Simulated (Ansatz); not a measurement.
# Calculations on BNH₅OF

**1. Relaxation**

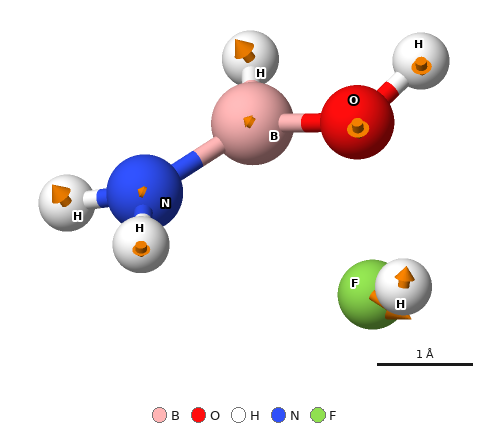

A relaxation of BNH5OF. The starting structure is drawn; orange arrows show the displacements, at their true length. The two geometries are superimposed by the best rigid fit.

A ball-and-stick model, seen at a tilt.

The run prepares an end point of a later path (reaction) calculation, from a guessed geometry.

The calculation used RKS BLYP/def2-SVP (Ansatz).

Input
```yaml
crystal:
  periodic: [false, false, false]
  atoms:
    - { symbol: B, position_ang: [-0.006993, -0.121439, 0.009264] }
    - { symbol: O, position_ang: [0.018406, -0.543426, 1.349927] }
    - { symbol: H, position_ang: [-0.882597, -0.630419, 1.70927] }
    - { symbol: "N", position_ang: [1.206749, -0.150885, -0.703327] }
    - { symbol: H, position_ang: [2.096422, -0.41753, -0.278736] }
    - { symbol: H, position_ang: [1.289865, 0.187491, -1.659331] }
    - { symbol: H, position_ang: [-1.046154, 0.145472, -0.554869] }
    - { symbol: F, position_ang: [0.080824, 2.235308, 0.939749] }
    - { symbol: H, position_ang: [0.37148, 1.617629, 1.576153] }
basis:
  gaussian: { orbitals: def2-SVP }
hamiltonian:
  xc: blyp
relax:
  f_tol: 0.03
  max_steps: 50
```

Launched with:
```bash
ansatz run input.yaml --threads 1 --pin off --max-ram 2048MiB --backend cpu --events-out ev --progress --plain --runs-dir out
```

> Which element moves most?

Fluorine: up to 0.52 Å, against 0.30 Å for hydrogen.

> Describe the change and its energy.

The largest move after the best rigid fit is that of F8, 0.52 Å. By element the largest moves are F 0.52 Å, H 0.30 Å, O 0.28 Å, B 0.12 Å, N 0.08 Å. Near-neighbour distances that change, for instance: F8–H9 0.933 → 0.954 Å, B1–N4 1.408 → 1.401 Å. The energy falls by 19.1 kJ/mol in 6 accepted moves (7 points after the start). Largest force component: 0.63 eV/Å at the start, 0.021 eV/Å at the end. The line search rejected the trial step at point 6 of the run.

Limits of the set-up: the start holds two separate molecules, 2.2 Å apart at their closest, whose relative position is a soft coordinate and is computed without a dispersion correction.

**2. Relaxation**

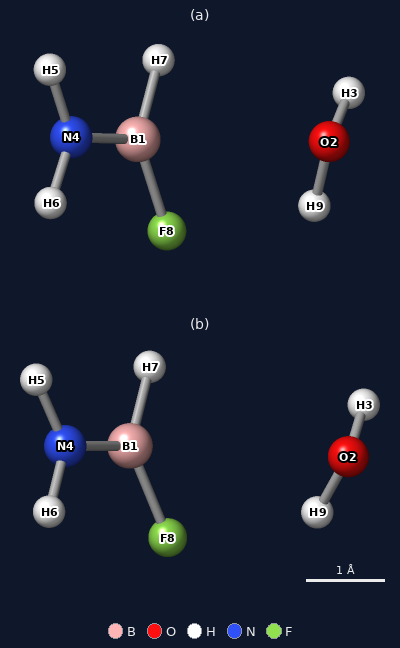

The structure of BNH₅OF before (top) and after (bottom) a relaxation, at one scale.

The picture is a ball-and-stick view, seen at a tilt.

The run prepares an end point of a later path (reaction) calculation, from a guessed geometry.

The calculation used RKS BLYP/def2-SVP in Ansatz 0.2.0. Settings: no spin polarisation; force threshold 0.03 eV/Å; at most 50 steps.

What changed between the two?

Answer. The largest move after the best rigid fit is that of O2, 0.26 Å. By element the largest moves are O 0.26 Å, H 0.20 Å, B 0.11 Å, N 0.08 Å, F 0.06 Å. Near-neighbour distances that change, for instance: B1–F8 1.348 → 1.364 Å, O2–H9 0.992 → 0.979 Å, B1–N4 1.404 → 1.399 Å. After 7 accepted moves (8 points after the start) the energy has fallen by 0.044 eV. Largest force component: 0.68 eV/Å at the start, 0.026 eV/Å at the end. The line search rejected the trial step at point 2 of the run. The run took 25 s on 1 thread of Arm Neoverse V1 (shared host), peak memory 0.14 GiB.

**3. Path**

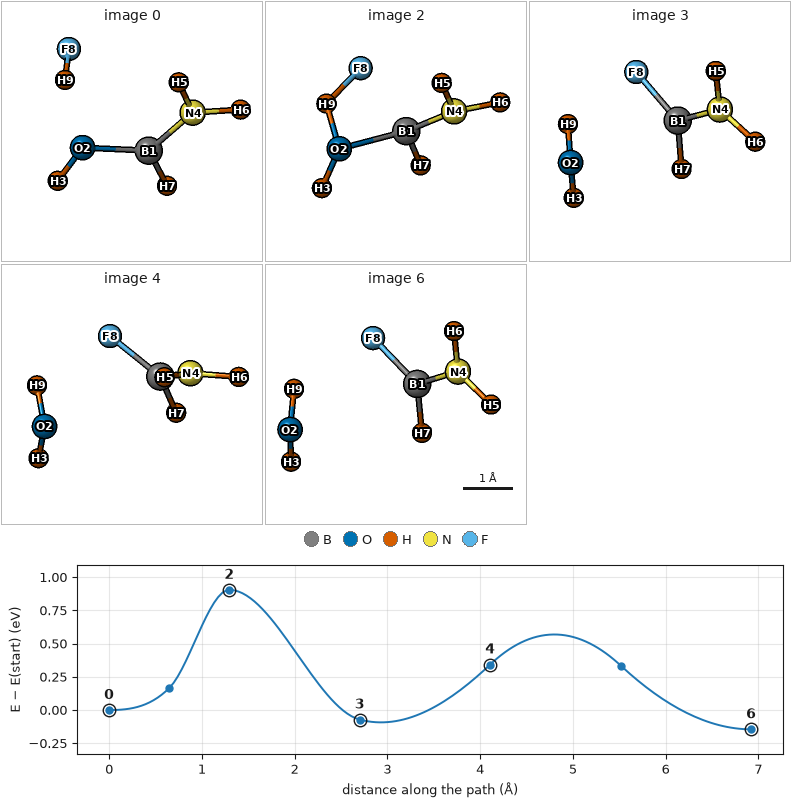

A nudged-elastic-band calculation for BNH$_{5}$OF. Images are numbered from 0 (start) to 6 (end). A ball-and-stick model, seen at a tilt.

Computed with RKS BLYP/def2-SVP in Ansatz. Run with 5 movable images; climbing image; force threshold 0.03 eV/Å; iteration limit 60; starting path through a guess of the saddle point.

> Read off the barrier and say what moves.

The path has more than one stage, and so few images may leave a stage unresolved. Breaking: B1–O2 (1.41 → 1.57 at the top → 2.95 Å), F8–H9 (0.95 → 1.23 at the top → 2.11 Å). Forming: B1–F8 (2.98 → 1.74 at the top → 1.36 Å), O2–H9 (1.74 → 1.17 at the top → 0.98 Å). The energy climbs by 0.90 eV to image 2 and then falls by 1.05 eV, so the end point sits at −0.15 eV. The profile has 2 maxima (images 2, 4) with a dip at image 3 (−0.07 eV), so the process runs in steps. The band converged in 48 iterations. The largest component of the band force went from 12 to 0.023 eV/Å. The climbing image converged on the top of the path. Its vibrational analysis gives one imaginary mode (782i cm⁻¹), as a transition state must have.
